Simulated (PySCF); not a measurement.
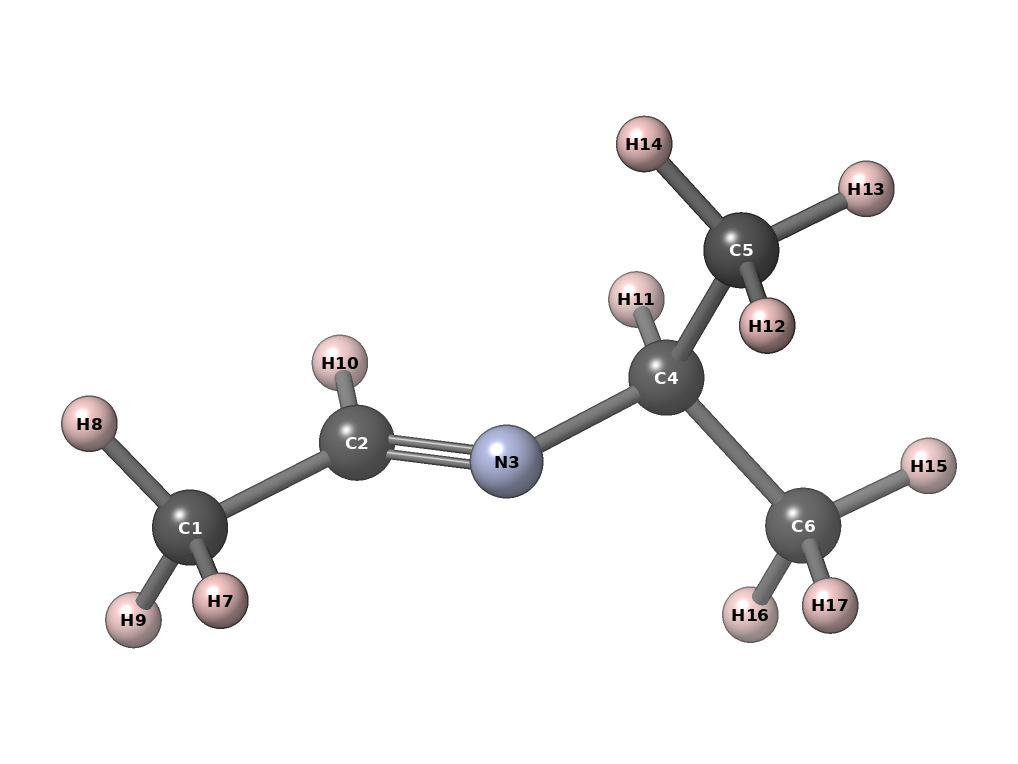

Distant atoms are faded towards the background colour. Computed geometry: GFN2-xTB optimisation. No frequency run is at hand to confirm it as a minimum.

> Find the stereocentres and stereogenic double bonds.

Double bonds: C2=N3.

> Give the R/S and E/Z labels.

C2=N3: E.
